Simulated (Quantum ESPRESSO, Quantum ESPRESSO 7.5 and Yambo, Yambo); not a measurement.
# SrTiO3 (Tausonite): G0W0 with Yambo, start to end

Aim: the G0W0 gap of SrTiO3 (Tausonite) on PBE with spin-orbit coupling, step by step.

Calculated with Quantum ESPRESSO 7.5 and Yambo 5.3.0; PBE and many-body steps on it, plane waves.

**What was measured.**

- Gap 3.77 eV: direct gap (M0 critical point); spectroscopic ellipsometry, second-derivative fit; 300 K; bulk crystal (commercial single crystal) (“Optical probe of ferroelectric order in bulk and thin film perovskite titanates”, 2013, arxiv:1309.1245).

### 1. Starting point

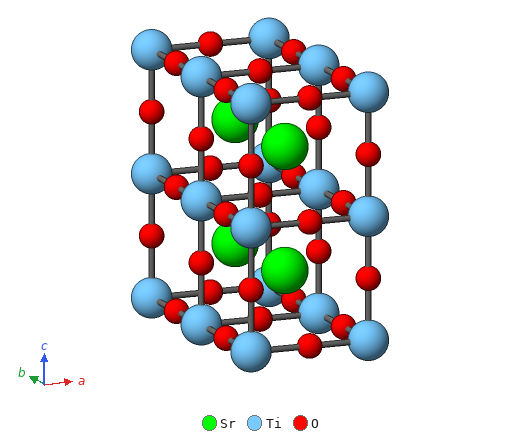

The cell as given, slightly off an axis (strontium green, titanium blue, oxygen red). 1×2×2 cells are drawn. Some periodic images of atoms are drawn too.

The cell and positions come from the Crystallography Open Database and are kept as given unless a step says otherwise.

### 2. Ground state

This step: Quantum ESPRESSO 7.5; DFT, PBE with spin-orbit coupling, plane waves, norm-conserving pseudopotentials.

The ground-state density comes first.

pw.in reads:

```
&control
  calculation = 'scf'
  prefix = 'x'
  outdir = 'o'
  pseudo_dir = 'pseudo'
/
&system
  ibrav = 0
  nat = 5
  ntyp = 3
  ecutwfc = 76.0
  nbnd = 52
  force_symmorphic = .true.
  noncolin = .true.
  lspinorb = .true.
/
&electrons
  conv_thr = 1e-10
  electron_maxstep = 80
  mixing_beta = 0.5
/
ATOMIC_SPECIES
  Sr 87.62 Sr.upf
  Ti 47.867 Ti.upf
  O 15.999 O.upf
CELL_PARAMETERS angstrom
  3.9052800000 0.0000000000 0.0000000000
  0.0000000000 3.9052800000 0.0000000000
  0.0000000000 0.0000000000 3.9052800000
ATOMIC_POSITIONS crystal
  Sr 0.5000000000 0.5000000000 0.5000000000
  Ti 0.0000000000 0.0000000000 0.0000000000
  O 0.5000000000 0.0000000000 0.0000000000
  O 0.0000000000 0.5000000000 0.0000000000
  O 0.0000000000 0.0000000000 0.5000000000
K_POINTS automatic
  6 6 6 0 0 0
```

Launch:

```sh
OMP_NUM_THREADS=1 mpirun -n 4 pw.x -nk 4 -in pw.in > pw.out
```

The program printed:

```text
Program PWSCF v.7.5 starts

     This program is part of the open-source Quantum ESPRESSO suite
     for quantum simulation of materials; please cite
         "P. Giannozzi et al., J. Phys.:Condens. Matter 21 395502 (2009);
         "P. Giannozzi et al., J. Phys.:Condens. Matter 29 465901 (2017);
         "P. Giannozzi et al., J. Chem. Phys. 152 154105 (2020);
     in publications or presentations arising from this work. More details at
     Message from routine setup:
     using ibrav=0 with symmetry is DISCOURAGED, use correct ibrav instead

     G-vector sticks info

     bravais-lattice index     =            0
     lattice parameter (alat)  =       7.3799  a.u.
     unit-cell volume          =     401.9325 (a.u.)^3
     number of atoms/cell      =            5
     number of atomic types    =            3
     number of electrons       =        40.00
     number of Kohn-Sham states=           52
     kinetic-energy cutoff     =      76.0000  Ry
     charge density cutoff     =     304.0000  Ry
     scf convergence threshold =      1.0E-10
     mixing beta               =       0.5000
     number of iterations used =            8  plain     mixing
     Exchange-correlation= PBE
                           (   1   4   3   4   0   0   0)
     Non magnetic calculation with spin-orbit

     celldm(1)=   7.379910  celldm(2)=   0.000000  celldm(3)=   0.000000
     celldm(4)=   0.000000  celldm(5)=   0.000000  celldm(6)=   0.000000

     crystal axes: (cart. coord. in units of alat)
               a(1) = (   1.000000   0.000000   0.000000 )
               a(2) = (   0.000000   1.000000   0.000000 )
               a(3) = (   0.000000   0.000000   1.000000 )

     reciprocal axes: (cart. coord. in units 2 pi/alat)
               b(1) = (  1.000000  0.000000  0.000000 )
               b(2) = (  0.000000  1.000000  0.000000 )
               b(3) = (  0.000000  0.000000  1.000000 )
     Pseudo is Norm-conserving + core correction, Zval = 10.0
     Generated using ONCVPSP code by D. R. Hamann
     Using radial grid of 1834 points, 10 beta functions with:
     Pseudo is Norm-conserving + core correction, Zval = 12.0
     Generated using ONCVPSP code by D. R. Hamann
     Using radial grid of 1586 points, 10 beta functions with:
     Pseudo is Norm-conserving + core correction, Zval =  6.0
     Generated using ONCVPSP code by D. R. Hamann
     Using radial grid of  936 points,  8 beta functions with:
     Sr               10.00    87.62000     Sr( 1.00)
     Ti               12.00    47.86700     Ti( 1.00)
     O                 6.00    15.99900     O ( 1.00)

     48 Sym. Ops., with inversion, found

   Cartesian axes

     site n.     atom                  positions (alat units)
         1        Sr     tau(   1) = (   0.5000000   0.5000000   0.5000000  )
         2        Ti     tau(   2) = (   0.0000000   0.0000000   0.0000000  )
         3        O      tau(   3) = (   0.5000000   0.0000000   0.0000000  )
         4        O      tau(   4) = (   0.0000000   0.5000000   0.0000000  )
         5        O      tau(   5) = (   0.0000000   0.0000000   0.5000000  )

     number of k points=    20
                       cart. coord. in units 2pi/alat
        k(    1) = (   0.0000000   0.0000000   0.0000000), wk =   0.0046296
        k(    2) = (   0.0000000   0.0000000   0.1666667), wk =   0.0277778
        k(    3) = (   0.0000000   0.0000000   0.3333333), wk =   0.0277778
        k(    4) = (   0.0000000   0.0000000  -0.5000000), wk =   0.0138889
        k(    5) = (   0.0000000   0.1666667   0.1666667), wk =   0.0555556
        k(    6) = (   0.0000000   0.1666667   0.3333333), wk =   0.1111111
        k(    7) = (   0.0000000   0.1666667  -0.5000000), wk =   0.0555556
        k(    8) = (   0.0000000   0.3333333   0.3333333), wk =   0.0555556
        k(    9) = (   0.0000000   0.3333333  -0.5000000), wk =   0.0555556
        k(   10) = (   0.0000000  -0.5000000  -0.5000000), wk =   0.0138889
     [... 8 further rows ...]
        k(   19) = (   0.3333333  -0.5000000  -0.5000000), wk =   0.0277778
        k(   20) = (  -0.5000000  -0.5000000  -0.5000000), wk =   0.0046296

     Dense  grid:    36041 G-vectors     FFT dimensions: (  45,  45,  45)

     Initial potential from superposition of free atoms

     starting charge      39.9901, renormalised to      40.0000
     Starting wfcs are   54 randomized atomic wfcs

     per-process dynamical memory:    94.7 Mb

     Self-consistent Calculation

     iteration #  1     ecut=    76.00 Ry     beta= 0.50

     total energy              =    -286.33212572 Ry
     estimated scf accuracy    <       1.82545503 Ry

     iteration #  2     ecut=    76.00 Ry     beta= 0.50

     total energy              =    -286.16051544 Ry
     estimated scf accuracy    <       4.25314011 Ry

     iteration #  3     ecut=    76.00 Ry     beta= 0.50

     total energy              =    -287.07429221 Ry
     estimated scf accuracy    <       0.24589107 Ry

     iteration #  4     ecut=    76.00 Ry     beta= 0.50

     total energy              =    -287.04274494 Ry
     estimated scf accuracy    <       0.08484231 Ry

     iteration #  5     ecut=    76.00 Ry     beta= 0.50

     total energy              =    -287.06657631 Ry
     estimated scf accuracy    <       0.01758124 Ry

     iteration #  6     ecut=    76.00 Ry     beta= 0.50

     total energy              =    -287.06666329 Ry
     estimated scf accuracy    <       0.00231930 Ry

     iteration #  7     ecut=    76.00 Ry     beta= 0.50

     total energy              =    -287.06725284 Ry
     estimated scf accuracy    <       0.00013755 Ry

     iteration #  8     ecut=    76.00 Ry     beta= 0.50

     total energy              =    -287.06724680 Ry
     estimated scf accuracy    <       0.00003533 Ry

     iteration #  9     ecut=    76.00 Ry     beta= 0.50

     total energy              =    -287.06725381 Ry
     estimated scf accuracy    <       0.00000024 Ry

     iteration # 10     ecut=    76.00 Ry     beta= 0.50

     total energy              =    -287.06725390 Ry
     estimated scf accuracy    <       0.00000007 Ry

     iteration # 11     ecut=    76.00 Ry     beta= 0.50

     total energy              =    -287.06725391 Ry
     estimated scf accuracy    <          4.5E-09 Ry

     iteration # 12     ecut=    76.00 Ry     beta= 0.50

     total energy              =    -287.06725391 Ry
     estimated scf accuracy    <          6.9E-10 Ry

     iteration # 13     ecut=    76.00 Ry     beta= 0.50

     End of self-consistent calculation

          k = 0.0000 0.0000 0.0000 (  4457 PWs)   bands (ev):

   -46.3381 -46.3381 -23.0531 -23.0531 -22.6515 -22.6515 -22.3991 -22.3991
   -22.3991 -22.3991  -7.3090  -7.3090  -6.3274  -6.3274  -6.3274  -6.3274
    -5.4212  -5.4212  -4.2870  -4.2870  -4.2870  -4.2870   7.1824   7.1824
     7.2676   7.2676   7.2676   7.2676   8.8781   8.8781   8.8781   8.8781
     8.8944   8.8944   9.6519   9.6519   9.7162   9.7162   9.7162   9.7162
    11.9475  11.9475  11.9475  11.9475  11.9758  11.9758  14.4383  14.4383
    14.4383  14.4383  15.5074  15.5074

          k = 0.0000 0.0000 0.1667 (  4525 PWs)   bands (ev):

   -46.3377 -46.3377 -23.0608 -23.0608 -22.6521 -22.6521 -22.4019 -22.4019
   -22.3983 -22.3983  -7.3328  -7.3328  -6.3268  -6.3268  -6.3175  -6.3175
    -5.3378  -5.3378  -4.2743  -4.2743  -4.1727  -4.1727   6.8840   6.8840
     7.2004   7.2004   7.2473   7.2473   8.5425   8.5425   8.5549   8.5549
[...]
15.1756  15.1756  15.9466  15.9466

          k = 0.0000 0.0000 0.3333 (  4500 PWs)   bands (ev):

[...]
-22.3968 -22.3968  -7.4666  -7.4666  -6.2977  -6.2977  -6.1425  -6.1425
    -5.2378  -5.2378  -4.2488  -4.2488  -3.9558  -3.9558   6.1359   6.1359
     7.1904   7.1904   7.2210   7.2210   7.9504   7.9504   7.9679   7.9679
     7.9922   7.9922   8.2622   8.2622   9.3634   9.3634   9.4014   9.4014
    12.0805  12.0805  13.4444  13.4444  13.4681  13.4681  14.4507  14.4507
    16.2143  16.2143  16.9486  16.9487

          k = 0.0000 0.0000-0.5000 (  4484 PWs)   bands (ev):

     [... further k-points ...]

     highest occupied, lowest unoccupied level (ev):    10.0557   11.9475

!    total energy              =    -287.06725391 Ry
     estimated scf accuracy    <          9.0E-11 Ry

     The total energy is the sum of the following terms:
     one-electron contribution =     -75.42071902 Ry
     hartree contribution      =      60.39579412 Ry
     xc contribution           =     -59.55077017 Ry
     ewald contribution        =    -212.49155884 Ry

     convergence has been achieved in  13 iterations

     XML data file, charge density, pseudopotentials, collected wavefunctions

=------------------------------------------------------------------------------=
   JOB DONE.
=------------------------------------------------------------------------------=
```

Wall time 53 s (4 MPI ranks of Arm Neoverse V2, shared host); peak memory 0.68 GiB; 3.5 min of CPU time.

This step gave:

```yaml
total_energy: -3905.7490 eV
gap: 1.892 eV
k_of_the_valence_top: -0.5, -0.5, -0.5
k_of_the_conduction_bottom: 0, 0, 0
least_direct_gap: 2.231 eV
```

The gap is indirect, with the least direct gap 0.34 eV higher.

### 3. Bands along the symmetry lines

Levels along a band path, at the cheap level, show where the edges lie and whether the meshes to come will hold them.

pw.in reads:

```
&control
  calculation = 'bands'
  prefix = 'x'
  outdir = 'o'
  pseudo_dir = 'pseudo'
/
&system
  ibrav = 0
  nat = 5
  ntyp = 3
  ecutwfc = 76.0
  nbnd = 52
  force_symmorphic = .true.
  noncolin = .true.
  lspinorb = .true.
/
&electrons
  conv_thr = 1e-9
  electron_maxstep = 80
  diago_full_acc = .true.
  diago_thr_init = 5e-6
/
ATOMIC_SPECIES
  Sr 87.62 Sr.upf
  Ti 47.867 Ti.upf
  O 15.999 O.upf
CELL_PARAMETERS angstrom
  3.9052800000 0.0000000000 0.0000000000
  0.0000000000 3.9052800000 0.0000000000
  0.0000000000 0.0000000000 3.9052800000
ATOMIC_POSITIONS crystal
  Sr 0.5000000000 0.5000000000 0.5000000000
  Ti 0.0000000000 0.0000000000 0.0000000000
  O 0.5000000000 0.0000000000 0.0000000000
  O 0.0000000000 0.5000000000 0.0000000000
  O 0.0000000000 0.0000000000 0.5000000000
K_POINTS crystal
  50
  0.00000000 0.00000000 0.00000000 1
  0.00000000 0.06250000 0.00000000 1
  0.00000000 0.12500000 0.00000000 1
  0.00000000 0.18750000 0.00000000 1
  0.00000000 0.25000000 0.00000000 1
  0.00000000 0.31250000 0.00000000 1
  0.00000000 0.37500000 0.00000000 1
  0.00000000 0.43750000 0.00000000 1
  0.00000000 0.50000000 0.00000000 1
  0.06250000 0.50000000 0.00000000 1
  0.12500000 0.50000000 0.00000000 1
  0.18750000 0.50000000 0.00000000 1
  0.25000000 0.50000000 0.00000000 1
  0.31250000 0.50000000 0.00000000 1
  0.37500000 0.50000000 0.00000000 1
  0.43750000 0.50000000 0.00000000 1
  0.50000000 0.50000000 0.00000000 1
  0.43750000 0.43750000 0.00000000 1
  0.37500000 0.37500000 0.00000000 1
  0.31250000 0.31250000 0.00000000 1
  0.25000000 0.25000000 0.00000000 1
  0.18750000 0.18750000 0.00000000 1
  0.12500000 0.12500000 0.00000000 1
  0.06250000 0.06250000 0.00000000 1
  0.00000000 0.00000000 0.00000000 1
  0.06250000 0.06250000 0.06250000 1
  0.12500000 0.12500000 0.12500000 1
  0.18750000 0.18750000 0.18750000 1
  0.25000000 0.25000000 0.25000000 1
  0.31250000 0.31250000 0.31250000 1
  0.37500000 0.37500000 0.37500000 1
  0.43750000 0.43750000 0.43750000 1
  0.50000000 0.50000000 0.50000000 1
  0.43750000 0.50000000 0.43750000 1
  0.37500000 0.50000000 0.37500000 1
  0.31250000 0.50000000 0.31250000 1
  0.25000000 0.50000000 0.25000000 1
  0.18750000 0.50000000 0.18750000 1
  0.12500000 0.50000000 0.12500000 1
  0.06250000 0.50000000 0.06250000 1
  0.00000000 0.50000000 0.00000000 1
  0.50000000 0.50000000 0.50000000 1
  0.50000000 0.50000000 0.43750000 1
  0.50000000 0.50000000 0.37500000 1
  0.50000000 0.50000000 0.31250000 1
  0.50000000 0.50000000 0.25000000 1
  0.50000000 0.50000000 0.18750000 1
  0.50000000 0.50000000 0.12500000 1
  0.50000000 0.50000000 0.06250000 1
  0.50000000 0.50000000 0.00000000 1
```

The program printed:

```text
[banner, memory and clock lines left out]
Program PWSCF v.7.5 starts

     Atomic positions and unit cell read from directory:
     o/x.save/

     Message from routine setup:
     using ibrav=0 with symmetry is DISCOURAGED, use correct ibrav instead

     G-vector sticks info

     bravais-lattice index     =            0
     lattice parameter (alat)  =       7.3799  a.u.
     unit-cell volume          =     401.9325 (a.u.)^3
     number of atoms/cell      =            5
     number of atomic types    =            3
     number of electrons       =        40.00
     number of Kohn-Sham states=           52
     kinetic-energy cutoff     =      76.0000  Ry
     charge density cutoff     =     304.0000  Ry
     Exchange-correlation= PBE
                           (   1   4   3   4   0   0   0)
     Non magnetic calculation with spin-orbit

     celldm(1)=   7.379910  celldm(2)=   0.000000  celldm(3)=   0.000000
     celldm(4)=   0.000000  celldm(5)=   0.000000  celldm(6)=   0.000000

     crystal axes: (cart. coord. in units of alat)
               a(1) = (   1.000000   0.000000   0.000000 )
               a(2) = (   0.000000   1.000000   0.000000 )
               a(3) = (   0.000000   0.000000   1.000000 )

     reciprocal axes: (cart. coord. in units 2 pi/alat)
               b(1) = (  1.000000  0.000000  0.000000 )
               b(2) = (  0.000000  1.000000  0.000000 )
               b(3) = (  0.000000  0.000000  1.000000 )
     Pseudo is Norm-conserving + core correction, Zval = 10.0
     Generated using ONCVPSP code by D. R. Hamann
     Using radial grid of 1834 points, 10 beta functions with:
     Pseudo is Norm-conserving + core correction, Zval = 12.0
     Generated using ONCVPSP code by D. R. Hamann
     Using radial grid of 1586 points, 10 beta functions with:
     Pseudo is Norm-conserving + core correction, Zval =  6.0
     Generated using ONCVPSP code by D. R. Hamann
     Using radial grid of  936 points,  8 beta functions with:
     Sr               10.00    87.62000     Sr( 1.00)
     Ti               12.00    47.86700     Ti( 1.00)
     O                 6.00    15.99900     O ( 1.00)

     48 Sym. Ops., with inversion, found

   Cartesian axes

     site n.     atom                  positions (alat units)
         1        Sr     tau(   1) = (   0.5000000   0.5000000   0.5000000  )
         2        Ti     tau(   2) = (   0.0000000   0.0000000   0.0000000  )
         3        O      tau(   3) = (   0.5000000   0.0000000   0.0000000  )
         4        O      tau(   4) = (   0.0000000   0.5000000   0.0000000  )
         5        O      tau(   5) = (   0.0000000   0.0000000   0.5000000  )

     number of k points=    50
                       cart. coord. in units 2pi/alat
        k(    1) = (   0.0000000   0.0000000   0.0000000), wk =   0.0200000
        k(    2) = (   0.0000000   0.0625000   0.0000000), wk =   0.0200000
        k(    3) = (   0.0000000   0.1250000   0.0000000), wk =   0.0200000
[...]
[... 38 further rows ...]
        k(   49) = (   0.5000000   0.5000000   0.0625000), wk =   0.0200000
        k(   50) = (   0.5000000   0.5000000   0.0000000), wk =   0.0200000

     Dense  grid:    36041 G-vectors     FFT dimensions: (  45,  45,  45)

     The potential is recalculated from file :
     o/x.save/charge-density

     Starting wfcs are   54 randomized atomic wfcs

     Band Structure Calculation

     End of band structure calculation

          k = 0.0000 0.0000 0.0000 (  4457 PWs)   bands (ev):

   -46.3382 -46.3382 -23.0532 -23.0532 -22.6515 -22.6515 -22.3992 -22.3992
   -22.3992 -22.3992  -7.3090  -7.3090  -6.3274  -6.3274  -6.3274  -6.3274
    -5.4211  -5.4211  -4.2870  -4.2870  -4.2870  -4.2870   7.1824   7.1824
[...]
14.4382  14.4382  15.5074  15.5074

          k = 0.0000 0.0625 0.0000 (  4485 PWs)   bands (ev):

[...]
14.5685  14.5685  15.5720  15.5720

          k = 0.0000 0.1250 0.0000 (  4509 PWs)   bands (ev):

[...]
14.8996  14.8996  15.7605  15.7608

[...]
k = 0.5000 0.5000 0.0625 (  4496 PWs)   bands (ev):

[...]
17.9553  17.9563  18.3929  18.3929

          k = 0.5000 0.5000 0.0000 (  4500 PWs)   bands (ev):

[...]
8.3253   8.3253   8.4841   8.4841   8.5082   8.5082   9.9634   9.9634
    13.8784  13.8784  13.8974  13.8974  14.3518  14.3518  15.4181  15.4181
    17.9867  17.9868  18.3581  18.3581

     XML data file, pseudopotentials, collected wavefunctions
```

Run time: 41 s. Hardware: 4 MPI ranks; peak memory 0.44 GiB; 2.7 min of CPU time.

Numbers from this step:

- gap: 1.892 eV
- k of the valence top: 0.5, 0.5, 0.5
- k of the conduction bottom: 0, 0, 0
- least direct gap: 2.231 eV

The gap is 1.892 eV, as in the run before at this level.

Electronic bands along the path, in eV, zero at the top of the highest filled band:

| point | band 37 | band 38 | band 39 | band 40 | band 41 | band 42 | band 43 | band 44 |
| --- | --- | --- | --- | --- | --- | --- | --- | --- |
| Γ | -0.34 | -0.34 | -0.34 | -0.34 | 1.89 | 1.89 | 1.89 | 1.89 |
| X | -0.75 | -0.75 | -0.72 | -0.72 | 2.07 | 2.07 | 3.81 | 3.81 |
| M | -1.55 | -1.55 | -0.09 | -0.09 | 3.82 | 3.82 | 3.84 | 3.84 |
| Γ | -0.34 | -0.34 | -0.34 | -0.34 | 1.89 | 1.89 | 1.89 | 1.89 |
| R | 0.00 | 0.00 | 0.00 | 0.00 | 4.50 | 4.50 | 4.50 | 4.50 |
| X | -0.75 | -0.75 | -0.72 | -0.72 | 2.07 | 2.07 | 3.81 | 3.81 |
| jump to R | 0.00 | 0.00 | 0.00 | 0.00 | 4.50 | 4.50 | 4.50 | 4.50 |
| M | -1.55 | -1.55 | -0.09 | -0.09 | 3.82 | 3.82 | 3.84 | 3.84 |

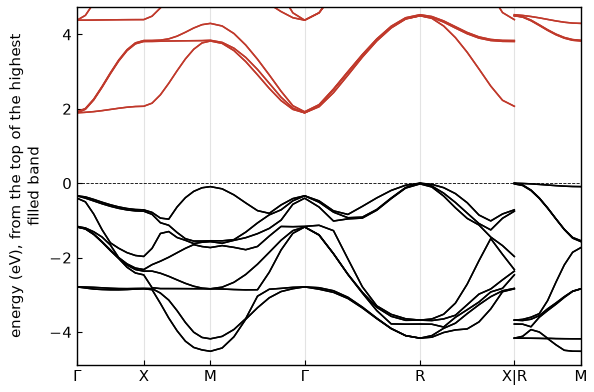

Electronic bands along the path; lines of filled and empty bands in two colours.

(Continued in part 2 of 3.)

[Paths, hosts, dates, memory and timing lines, banners, echoed tables and standing remarks are left out of the program output.]

[Logs are printed without paths, hosts, clocks, repeated set-up lines and the standing remarks that a program may print on its own settings, such as how far it seeks lower states.]

[Runs of the session that timed out or met a known fault of the program may be left out.]

[Hosts, paths, dates, database ids (printed as entryN), source tags and the programs' standing remarks are cut or masked in the printed files.]
